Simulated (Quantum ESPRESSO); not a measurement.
# Constrained canting in MnI2, part 3 of 3

Wanted: bilinear and biquadratic couplings of MnI2 from constrained non-collinear runs.

Quantum ESPRESSO 7.5; LDA with U = 4 eV on Mn d (ortho-atomic projectors); plane waves with GBRV 1.5 LDA potentials, no spin-orbit coupling.

So far, largest spin moment in the atom's sphere (μB): step 2 (the collinear order that defines the sublattices) 4.61; step 3 (the parallel state in the same cell) 4.62; step 4 (angle 0°, no penalty) 4.62; step 5 (angle 30°, lambda 1 Ry) 4.62.

The database entry behind the starting cell has ideal inner coordinates that were not refined, so it need not match the best structure at ambient conditions.

**7. Angle 90°, lambda 1 Ry**

The input, pw.in:

```
&CONTROL
  calculation = 'scf'
  prefix = 'pwscf'
  outdir = './tmp'
  pseudo_dir = './pseudo'
  disk_io = 'nowf'
/
&SYSTEM
  ibrav = 0
  celldm(1) = 8
  nat = 6
  ntyp = 4
  ecutwfc = 34
  ecutrho = 238
  nbnd = 78
  occupations = 'smearing'
  smearing = 'fd'
  degauss = 0.00734986
  noncolin = .true.
  starting_magnetization(1) = 0.3073
  angle1(1) = 45
  angle2(1) = 0
  starting_magnetization(2) = 0.3073
  angle1(2) = 45
  angle2(2) = 180
  starting_magnetization(3) = 0.0059
  angle1(3) = 14.036
  angle2(3) = 180
  starting_magnetization(4) = 0.0059
  angle1(4) = 14.036
  angle2(4) = 0
  constrained_magnetization = 'atomic direction'
  lambda = 1
  nosym = .true.
/
&ELECTRONS
  conv_thr = 6d-08
  electron_maxstep = 150
  mixing_beta = 0.3
/
ATOMIC_SPECIES
Mn1    54.9380 mn_lda_v1.5.uspp.F.UPF
Mn2    54.9380 mn_lda_v1.5.uspp.F.UPF
I1    126.9045 i_lda_v1.uspp.F.UPF
I2    126.9045 i_lda_v1.uspp.F.UPF
CELL_PARAMETERS alat
   0.9826575848054    0.0000000000000    0.0000000000000
  -0.9826575848054    1.7020128633054    0.0000000000000
   0.0000000000000    0.0000000000000    1.6109915212435
ATOMIC_POSITIONS crystal
Mn1     0.0000000000    0.0000000000    0.0000000000
Mn2     0.0000000000    0.5000000000    0.0000000000
I1      0.3333333333    0.3333333334    0.2500000000
I2      0.3333333333    0.8333333333    0.2500000000
I2      0.6666666667    0.1666666666    0.7500000000
I1      0.6666666667    0.6666666666    0.7500000000
K_POINTS automatic
4 2 2 0 0 0
HUBBARD {ortho-atomic}
U Mn1-3d 4.0000
U Mn2-3d 4.0000
```

Launch:

```bash
$ OMP_NUM_THREADS=1 mpirun -n 4 pw.x -nk 2 -in pw.in > pw.out
```

Log:

```text
     [... lines left out ...]
Program PWSCF v.7.5 starts
     [... lines left out ...]
     number of atoms/cell      =            6
     [... lines left out ...]
     number of electrons       =        58.00
     number of Kohn-Sham states=           78
     kinetic-energy cutoff     =      34.0000  Ry
     charge density cutoff     =     238.0000  Ry
     scf convergence threshold =      6.0E-08
     [... lines left out ...]
     Noncollinear calculation without spin-orbit
     [... lines left out ...]
     No symmetry found
     [... lines left out ...]
     number of k points=    16  Fermi-Dirac smearing, width (Ry)=  0.0073
     [... lines left out ...]
     iteration #133     ecut=    34.00 Ry     beta= 0.30
     [... lines left out ...]
     Error in routine c_bands (1):
     too many bands are not converged
 %%%%%%%%%%%%%%%%%%%%%%%%%%%%%%%%%%%%%%%%%%%%%%%%%%%%%%%%%%%%%%%%%%%%%%%%%%%%%%
     stopping ...
[key lines of the parts left out:]
total magnetization       =    -9.69    18.64    25.99 Bohr mag/cell
total energy              =   -3226.18036876 Ry
```

Wall time 62 min (4 MPI ranks of Arm Neoverse V1, shared host); peak memory 0.93 GiB.

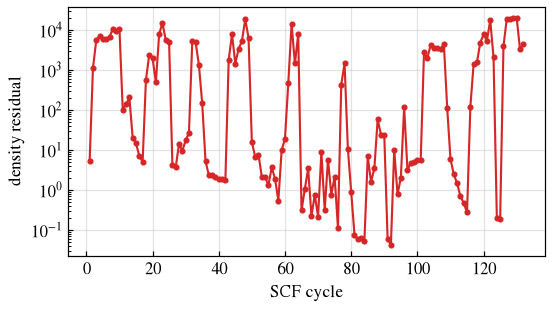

Residual by cycle in this run.

The run stopped without converging, so none of its numbers is a property of the system.

After 132 cycles the residual stands at 4368, against 3.4 at cycle 67 and a least value of 0.042.

The program's message: “c_bands (1): too many bands are not converged”

**8. Angle 180°, no penalty**

The input, pw.in:

```
&CONTROL
  calculation = 'scf'
  prefix = 'pwscf'
  outdir = './tmp'
  pseudo_dir = './pseudo'
  disk_io = 'nowf'
/
&SYSTEM
  ibrav = 0
  celldm(1) = 8
  nat = 6
  ntyp = 3
  ecutwfc = 34
  ecutrho = 238
  nbnd = 78
  occupations = 'smearing'
  smearing = 'fd'
  degauss = 0.00734986
  noncolin = .true.
  starting_magnetization(1) = 0.3073
  angle1(1) = 90
  angle2(1) = 0
  starting_magnetization(2) = 0.3073
  angle1(2) = 90
  angle2(2) = 180
  starting_magnetization(3) = 0
  nosym = .true.
/
&ELECTRONS
  conv_thr = 6d-08
  electron_maxstep = 150
  mixing_beta = 0.3
/
ATOMIC_SPECIES
Mn1    54.9380 mn_lda_v1.5.uspp.F.UPF
Mn2    54.9380 mn_lda_v1.5.uspp.F.UPF
I     126.9045 i_lda_v1.uspp.F.UPF
CELL_PARAMETERS alat
   0.9826575848054    0.0000000000000    0.0000000000000
  -0.9826575848054    1.7020128633054    0.0000000000000
   0.0000000000000    0.0000000000000    1.6109915212435
ATOMIC_POSITIONS crystal
Mn1     0.0000000000    0.0000000000    0.0000000000
Mn2     0.0000000000    0.5000000000    0.0000000000
I       0.3333333333    0.3333333334    0.2500000000
I       0.3333333333    0.8333333333    0.2500000000
I       0.6666666667    0.1666666666    0.7500000000
I       0.6666666667    0.6666666666    0.7500000000
K_POINTS automatic
4 2 2 0 0 0
HUBBARD {ortho-atomic}
U Mn1-3d 4.0000
U Mn2-3d 4.0000
```

Log:

```text
     [... lines left out ...]
Program PWSCF v.7.5 starts
     [... lines left out ...]
     number of atoms/cell      =            6
     [... lines left out ...]
     number of electrons       =        58.00
     number of Kohn-Sham states=           78
     kinetic-energy cutoff     =      34.0000  Ry
     charge density cutoff     =     238.0000  Ry
     scf convergence threshold =      6.0E-08
     [... lines left out ...]
     Noncollinear calculation without spin-orbit
     [... lines left out ...]
     No symmetry found
     [... lines left out ...]
     number of k points=    16  Fermi-Dirac smearing, width (Ry)=  0.0073
     [... lines left out ...]
     iteration #  9     ecut=    34.00 Ry     beta= 0.30
     [... lines left out ...]
     atom number    1 relative position :    0.0000   0.0000   0.0000
     [... lines left out ...]
     magnetization :          4.608043   -0.000076   -0.000050
     [... lines left out ...]
     atom number    2 relative position :   -0.4913   0.8510   0.0000
[...]
magnetization :         -4.608039    0.000049    0.000000
[...]
atom number    3 relative position :   -0.0000   0.5673   0.4027
[...]
magnetization :         -0.014878    0.000000    0.000000
     [... lines left out ...]
     atom number    4 relative position :   -0.4913   1.4183   0.4027
     [... lines left out ...]
     magnetization :          0.014876   -0.000000   -0.000000
     [... lines left out ...]
     atom number    5 relative position :    0.4913   0.2837   1.2082
     [... lines left out ...]
     magnetization :          0.014876   -0.000000   -0.000000
     [... lines left out ...]
     atom number    6 relative position :    0.0000   1.1347   1.2082
     [... lines left out ...]
     magnetization :         -0.014878    0.000000   -0.000000
     [... lines left out ...]
     Tr[ns(  1)] (up, down, total) =   2.62880  2.62885  5.25764
     [... lines left out ...]
     Tr[ns(  2)] (up, down, total) =   2.62883  2.62883  5.25765
     [... lines left out ...]
     the Fermi energy is     5.4692 ev
!    total energy              =    -681.11949298 Ry
     estimated scf accuracy    <       0.00000005 Ry
     smearing contrib. (-TS)   =      -0.00000027 Ry
     [... lines left out ...]
     total magnetization       =    -0.00    -0.00    -0.00 Bohr mag/cell
     absolute magnetization    =     9.74 Bohr mag/cell
     convergence has been achieved in   9 iterations
```

Elapsed: 81 s, on 4 MPI ranks; peak memory 0.91 GiB; 5.4 min of CPU time.

Numbers from this step:

* smearing term TS: 3.68e-6 eV
* magnetization: 0, 0, 0 μB
* absolute magnetization: 9.738 μB
* final state: antiferromagnetic
* largest moment: 4.608 μB

**9. E(θ)**

Not every run of the table is shown above.

Canting:

```
lambda (Ry)  typed angle (degrees)  final angle (degrees)  energy less that at the first angle (meV a seeded atom)  penalty energy, not in the total (meV a cell)  largest site moment (μB)  CPU time (s)
          -                      0                      0                                                        0                                              0                     4.621           355
          1                     30                  29.95                                                  0.07842                                        0.01769                      4.62         352.3
          -                    180                    180                                                    1.015                                              0                     4.608         324.6
```

**10. What came out**

| Item | Value |
| --- | --- |
| angle of lowest energy | 0° |
| range of the energy | 1.01 meV a seeded atom |
| range of the largest moment | 4.61 to 4.62 μB |

**Reading.** The penalty holds the angles within 0.1° of the typed ones. Too few angles finished for a fit. The largest moment changes by 0.28 % over the angles. The run at 60° with lambda 1 Ry did not converge and is not in the table. The run at 90° with lambda 1 Ry did not converge and is not in the table. The whole range is under 10 meV, which the mesh and the functional can turn round. This holds for the two sublattices of this cell; other orders were not tried. Without spin–orbit coupling only the angle between the moments matters. The mesh is coarse, so differences of some ten meV can be noise where moments are itinerant. Energies are free energies at an electronic temperature of 1160 K, which lowers moments and differences where the moments are itinerant. The cutoff lies under the 40 Ry that these files are usually run at.

[Logs and program files are shortened in this print: banners, set-up blocks, solver, clock and traceback lines can be left out without a mark of their own.]

[Logs are printed without paths, hosts, clocks, repeated set-up lines and the standing remarks that a program may print on its own settings, such as how far it seeks lower states.]

[Hosts, paths, dates, database ids (printed as entryN), source tags and the programs' standing remarks are cut or masked in the printed files.]

[Where a cell is said to come from a database of computed structures, the database is the Materials Project.]
